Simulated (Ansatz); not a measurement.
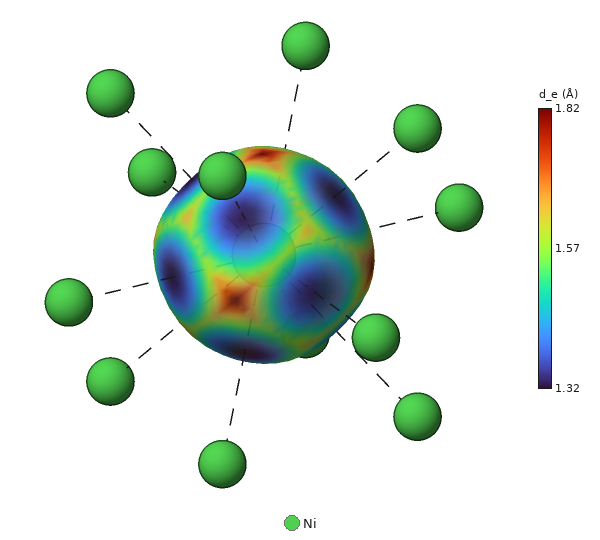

Hirshfeld surface computed for one Ni atom in Ni (Fm-3m), coloured by d_e. Dashed lines lead to the closest neighbours outside.

The surface is where the fragment's share of the procrystal density (the sum of the densities of spherically averaged neutral Hartree-Fock atoms) equals one half. d_i and d_e are the distances from the surface to the nearest nucleus inside and outside.

The cell is taken from the input geometry of an electronic-structure calculation (not necessarily at equilibrium).

```yaml
crystal:
  lattice:
    - [3.52000, 0.00000, 0.00000]
    - [0.00000, 3.52000, 0.00000]
    - [0.00000, 0.00000, 3.52000]
  atoms:
    - { symbol: Ni, position: [0.00000, 0.00000, 0.00000] }
    - { symbol: Ni, position: [0.00000, 0.50000, 0.50000] }
    - { symbol: Ni, position: [0.50000, 0.00000, 0.50000] }
    - { symbol: Ni, position: [0.50000, 0.50000, 0.00000] }
```

**What is the shortest distance from the fragment to an atom outside it?**

Ni–Ni, 2.49 Å.

**How is the surface shared among contacts (nearest atom inside ··· nearest atom outside)?**

Ni···Ni 100 %. The surface faces 12 neighbours with more than 2 % of its area each: 12 Ni.

**Give the size and shape of the surface.**

It encloses about 7.2 Å³, has an area of about 18 Å² and a globularity of 1.00 (1 for a sphere).
